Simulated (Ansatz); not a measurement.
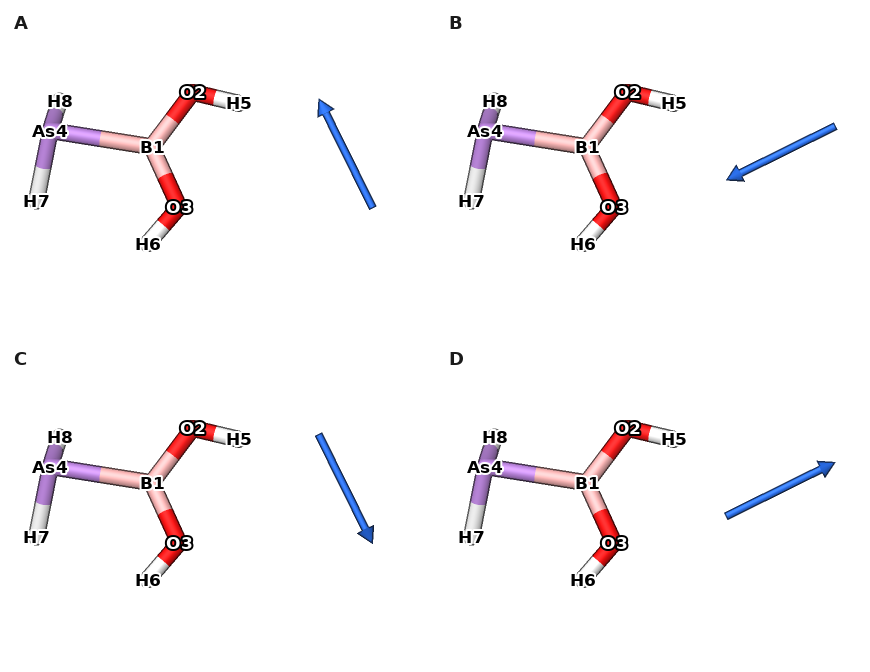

The same molecule four times, each with an arrow. The computed structure is the end point of a PBE0-D4/def2-TZVP optimisation. Method: RKS PBE0-D4/def2-TZVP (Ansatz 0.2.0).

Which arrow points along the dipole moment, from the negative to the positive end?

C. The dipole moment is 1.75 D; it points from the side of H8 to the side of H6 (the outermost atoms at the two ends).
